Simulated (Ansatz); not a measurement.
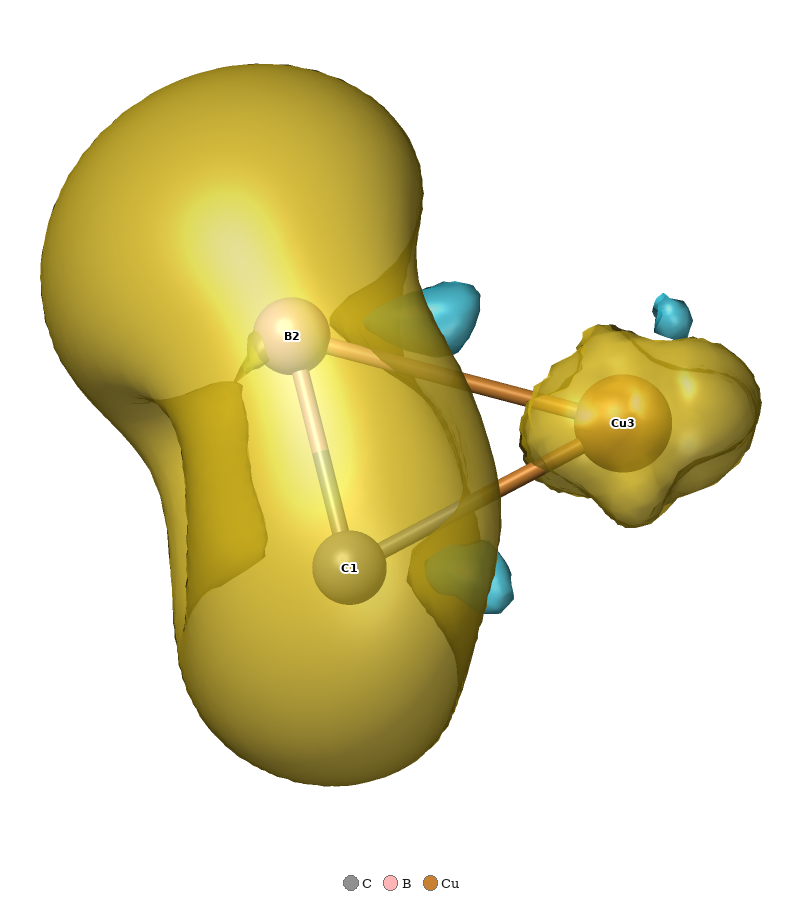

Figure 1: CBCu (triplet). Isosurfaces of the spin density (α minus β) at +0.02 (yellow) and −0.02 e/Å³ (cyan), seen at a tilt.

Geometry: BLYP-D3(BJ)/def2-SVP.

The calculation used isolated molecule in a Gaussian basis; Kohn-Sham density functional theory, functional PBE0 in Ansatz 0.2.0.

```xyz
3

C    -1.0424   -0.5429    0.1895
B     0.1682   -0.6482   -0.6492
Cu    0.1412    0.7881    0.8480
```

### Where is the unpaired spin?

The unpaired spin (2 electrons) lies mostly on B2 (about 1.0), C1 (about 0.9) and Cu3 (about 0.2), in electrons by Hirshfeld's partition.
